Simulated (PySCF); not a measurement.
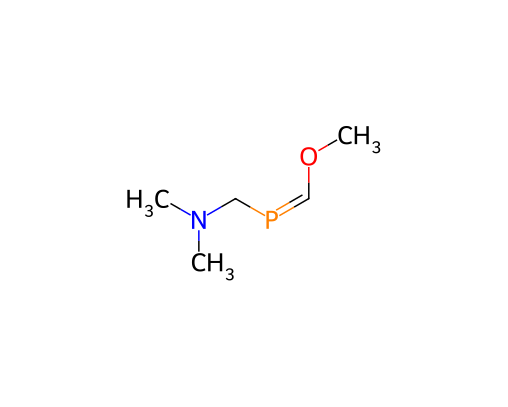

> Give its SMILES.

CO/C=P\CN(C)C

> Give the formula, hydrogens included.

C5H12NOP.

> An optimisation with PBE0-D3(BJ)/def2-SVP gave a structure of which point group?

C1. Other conformers may differ.

The parts below concern this one geometry. Atoms keep their numbers from picture to picture. The computed structure is the end point of a PBE0-D3(BJ)/def2-SVP optimisation. No frequency run is at hand to confirm it as a minimum.

**Shape**

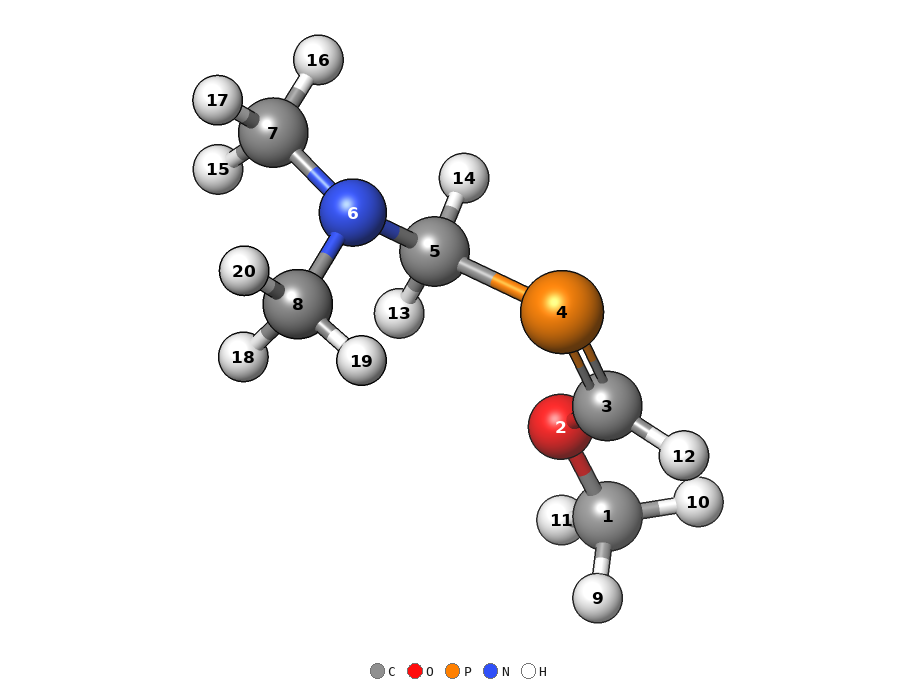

The atoms are numbered. No frequency run is at hand to confirm it as a minimum.

Give the bond lengths. Leave out bonds to hydrogen.

| bond | length (Å) | order |
| --- | --- | --- |
| C1–O2 | 1.407 | single |
| O2–C3 | 1.338 | single |
| C3–P4 | 1.686 | double |
| P4–C5 | 1.874 | single |
| C5–N6 | 1.445 | single |
| N6–C7 | 1.439 | single |
| N6–C8 | 1.440 | single |

**Core levels**

No frequency run is at hand to confirm it as a minimum. Properties computed with delta-SCF UKS SCAN, pcX-2 on the ionised atom, pcseg-1 elsewhere, spin-free X2C (PySCF 2.14.0).

Give the core-electron binding energies (to vacuum; p and d levels without spin–orbit splitting) of C1 1s, O2 1s, C3 1s, P4 1s, P4 2p, C5 1s, N6 1s, C7 1s.

| atom | level | binding energy (eV) |
| --- | --- | --- |
| C1 | 1s | 292.6 |
| O2 | 1s | 539.0 |
| C3 | 1s | 291.5 |
| P4 | 1s | 2148.8 |
| P4 | 2p | 135.6 |
| C5 | 1s | 290.6 |
| N6 | 1s | 404.4 |
| C7 | 1s | 291.1 |

**Levels of theory compared**

No frequency run is at hand to confirm it as a minimum. Program: PySCF 2.14.0.

Tabulate HOMO–LUMO gap (eV) at these levels: B97-2/pcSseg-1; CAM-B3LYP/def2-SVPD; CAM-B3LYP/def2-SVPD in acetonitrile (IEF-PCM); PBE0/pcSseg-1; PBE0/pcSseg-1 in acetonitrile (IEF-PCM); PBE0/pcSseg-1 in dichloromethane (IEF-PCM).

```
                                        level  HOMO–LUMO gap (eV)
                               B97-2/pcSseg-1                4.81
                          CAM-B3LYP/def2-SVPD                7.53
CAM-B3LYP/def2-SVPD in acetonitrile (IEF-PCM)                7.56
                                PBE0/pcSseg-1                5.09
      PBE0/pcSseg-1 in acetonitrile (IEF-PCM)                5.13
   PBE0/pcSseg-1 in dichloromethane (IEF-PCM)                5.12
```

**NMR shielding**

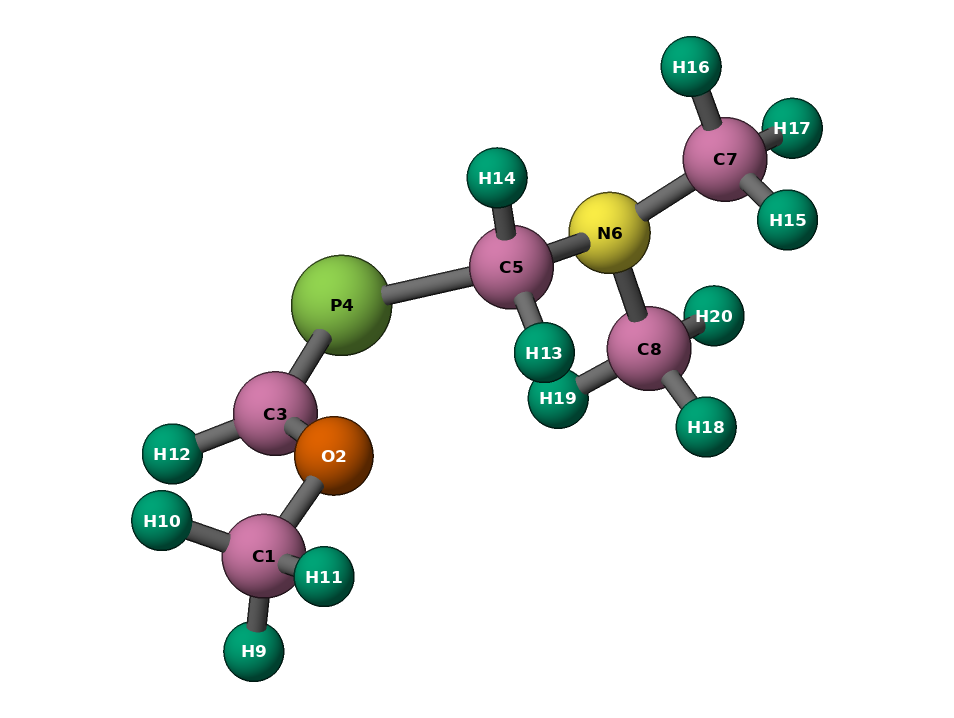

No frequency run is at hand to confirm it as a minimum. Method: GIAO PBE0/pcSseg-1 NMR shielding, non-relativistic, gas phase (PySCF 2.14.0). Principal shieldings σ11 ≤ σ22 ≤ σ33, span Ω = σ33 − σ11, skew κ = 3(σiso − σ22)/Ω.

Give the shielding tensors of the P atoms.

```tsv
atom	σ11	σ22	σ33	σiso	Ω	κ
P4	−15.3	130.4	430.4	181.8	445.7	0.35
```

Shieldings and span in ppm.
